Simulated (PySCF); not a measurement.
C3H6F, charge −1, SMILES `[F-].C1CC1`.

Computed with PySCF, TPSS/6-311+G**, geometry: GFN2-xTB.

Input

```python
import numpy as np
from pyscf import gto, scf, dft
from pyscf.scf import atom_ks, atom_hf
from scipy.linalg import block_diag
from pyscf.dispersion import dftd3

def solve(mol, dm0=None, hcore=None):
    mf = (dft.UKS if mol.spin else dft.RKS)(mol, xc='tpss')
    mf.grids.level = 3
    mf = mf.density_fit(auxbasis='def2-universal-jkfit')
    mf.conv_tol, mf.max_cycle = 1e-8, 80
    if hcore is not None:
        mf.get_hcore = lambda *args: hcore
    mf.kernel(dm0)
    if not mf.converged:
        mf = mf.newton().run(mf.mo_coeff, mf.mo_occ, max_cycle=30)
    assert mf.converged, 'SCF not converged'
    return mf

mol = gto.M(atom='''
F      2.50035     0.00004     0.12922
C     -1.26945    -0.74945     0.22464
C     -1.26931     0.74966     0.22439
C     -0.27021    -0.00031    -0.59710
H     -0.92185    -1.25911     1.11104
H     -2.09019    -1.25854    -0.26987
H     -0.92162     1.25956     1.11061
H     -2.08996     1.25874    -0.27030
H     -0.41125    -0.00017    -1.67059
H      0.78557    -0.00024    -0.28551
''', basis='6-311+g**', charge=-1, spin=0, verbose=4)
mol_a = gto.M(atom='''
F      2.50035     0.00004     0.12922
ghost-C     -1.26945    -0.74945     0.22464
ghost-C     -1.26931     0.74966     0.22439
ghost-C     -0.27021    -0.00031    -0.59710
ghost-H     -0.92185    -1.25911     1.11104
ghost-H     -2.09019    -1.25854    -0.26987
ghost-H     -0.92162     1.25956     1.11061
ghost-H     -2.08996     1.25874    -0.27030
ghost-H     -0.41125    -0.00017    -1.67059
ghost-H      0.78557    -0.00024    -0.28551
''', basis='6-311+g**', charge=-1, spin=0, verbose=4)
mol_b = gto.M(atom='''
ghost-F      2.50035     0.00004     0.12922
C     -1.26945    -0.74945     0.22464
C     -1.26931     0.74966     0.22439
C     -0.27021    -0.00031    -0.59710
H     -0.92185    -1.25911     1.11104
H     -2.09019    -1.25854    -0.26987
H     -0.92162     1.25956     1.11061
H     -2.08996     1.25874    -0.27030
H     -0.41125    -0.00017    -1.67059
H      0.78557    -0.00024    -0.28551
''', basis='6-311+g**', charge=0, spin=0, verbose=4)
ab, a, b = solve(mol), solve(mol_a), solve(mol_b)
e_int = ab.e_tot - a.e_tot - b.e_tot
print('counterpoise-corrected interaction energy / kcal/mol', e_int * 627.5095)
def disp(atoms, charge):
    m = gto.M(atom=atoms, charge=charge, basis='sto-3g', spin=None, unit='Bohr', verbose=0)
    return dftd3.DFTD3Dispersion(m, xc='tpss', version='d3bj').get_dispersion()['energy']
e_disp = disp(mol._atom, mol.charge) - disp(mol._atom[:1], mol_a.charge) - disp(mol._atom[1:], mol_b.charge)
print('D3(BJ) part / kcal/mol', e_disp * 627.5095)
# spherically averaged free atoms, for the promolecule
atm = atom_ks.get_atm_nrks(mol, xc='tpss')
pro = block_diag(*[(atm[a[0]][2] * atm[a[0]][3]) @ atm[a[0]][2].T for a in mol._atom])
np.savez('result.npz', e_int=e_int, e_disp=e_disp, dm_a=a.make_rdm1(), dm_b=b.make_rdm1(), c=ab.mo_coeff, occ=ab.mo_occ, eps=ab.mo_energy, pro=pro, d=[f.dip_moment(verbose=0) for f in (ab, a, b)])
```

Run with:

```sh
OMP_NUM_THREADS=1 python input.py
```

The run took 83 s on 1 thread of Arm Neoverse V1, on a shared host, peak memory 0.52 GiB.

Partitions, critical points and surface values were worked out afterwards from this run's density.

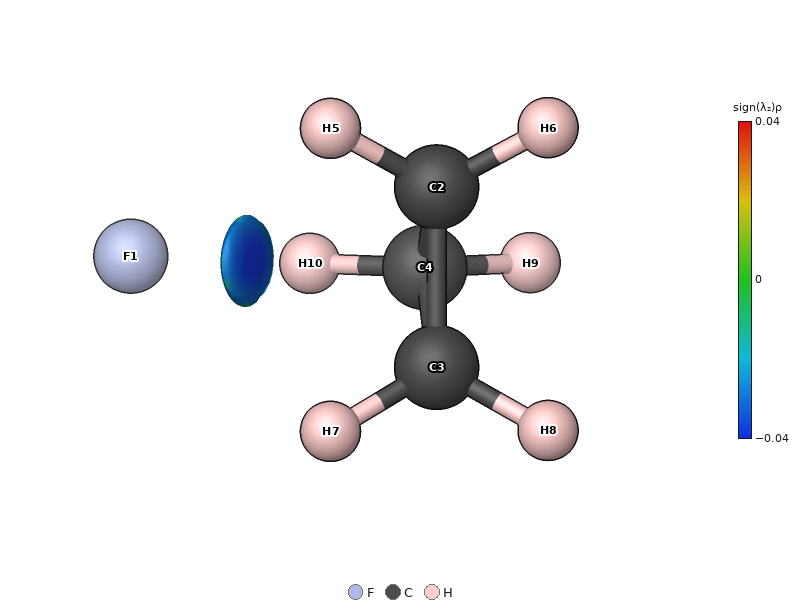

Non-covalent interaction surfaces between the fragments (reduced density gradient s = 0.5, coloured by sign(λ₂)ρ in a.u.; trimmed to the region between the fragments where ρ is under 0.06 a.u.). Fragment A: F(−1) (atom 1); fragment B: H6C3.

Which interactions hold the two fragments together?

Answer. Bond critical points between the fragments: F1···H10, weak C–H hydrogen bond, 1.76 Å, ρ = 0.038 a.u. It appears blue (attractive, sign(λ₂)ρ well below zero). The pose is a local one from a semi-empirical search, not shown to be the most stable. With a charged fragment, long-range electrostatics, which these surfaces don't show, weighs heavily in the interaction energy.

How strongly are they bound?

Answer. The counterpoise-corrected interaction energy of the frozen fragments is −9.5 kcal/mol without dispersion correction and −10.0 kcal/mol with D3(BJ). The pair geometry is semi-empirical, not a minimum at this level.
